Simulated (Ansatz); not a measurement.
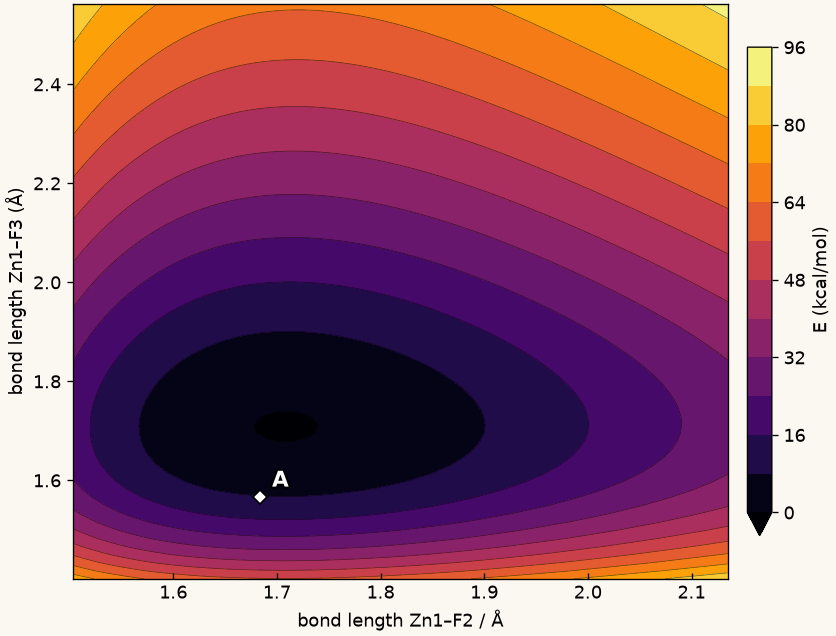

ZnF2. 
- First axis: bond length Zn1–F2. Second axis: bond length Zn1–F3.
- Nothing is relaxed (all other coordinates rigid).
- Grid: 15 × 15 points.
- Points are written as (first, second).
- All energies are given in kcal/mol relative to the lowest grid point.
- The reference is spin-restricted, which grows unreliable where a bond is stretched far.
- Computed with RKS SPW92 (LDA)/def2-TZVP (Ansatz 0.2.0).

Drawn: filled contours, the point A. Between grid points the surface is interpolated.

Which way does the force act at A, and how strong is it?

Answer. A, at (1.684 Å, 1.567 Å), is not a stationary point. The computed force is 16 kcal/mol for each Å towards larger values of bond length Zn1–F2 and 135 kcal/mol for each Å towards larger values of bond length Zn1–F3.
